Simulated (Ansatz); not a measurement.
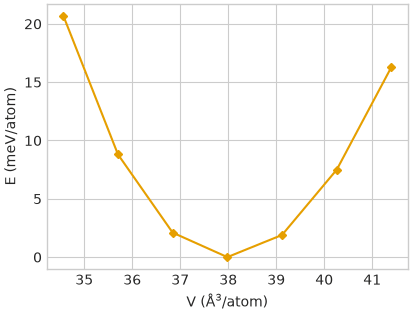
Ca (fcc (Cu type), Fm-3m) under volume change, plane-wave PAW LDA (Ansatz code), scaled uniformly.

Task: What does a third-order Birch–Murnaghan fit give for V₀, B₀ and B′?

Result: V₀ = 37.98 Å³/atom, B₀ = 19.1 GPa, B′ = 3.1.

Symmetry was held in the LDA relaxation.

Potentials: the earlier of the program's two PAW sets. The files were generated under PBE; for other functionals the program regenerates the frozen cores, and for LDA and PBEsol the local potential too.
